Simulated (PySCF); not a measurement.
Molecule: Ge(H)(Me)(Et)2, SMILES [CH2]([GeH]([CH3])[CH2]C)C (C₅H₁₄Ge). Atoms near the plane z = 0.8 Å, at the GFN2-xTB optimised geometry (x, y, z in Å): Ge1 (-1.0, -0.7, 0.0), C2 (-1.6, 1.2, 0.0), C3 (-1.7, -1.7, 1.6), C5 (1.0, -0.7, 0.0), H9 (-1.2, 1.7, 0.8), H10 (-2.7, 1.2, 0.1), H11 (-2.8, -1.8, 1.5), H12 (-1.3, -2.7, 1.5), H16 (1.4, -1.7, 0.0), H17 (1.4, -0.2, 0.9).

Calculation: PBE0/def2-SVP (PySCF). The values are rescaled to run from 0 to 1.

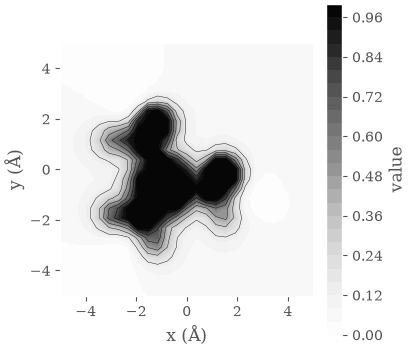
Fig. 1. a field on the plane z = 0.8 Å.

Task: Which quantity is mapped?
A. electrostatic potential
B. deformation density (molecule minus spherical neutral atoms)
C. Laplacian of the electron density
D. electron localisation function

Result: A, electrostatic potential. In full: electrostatic potential (hartree/e), clipped to [-0.08, 0.12].
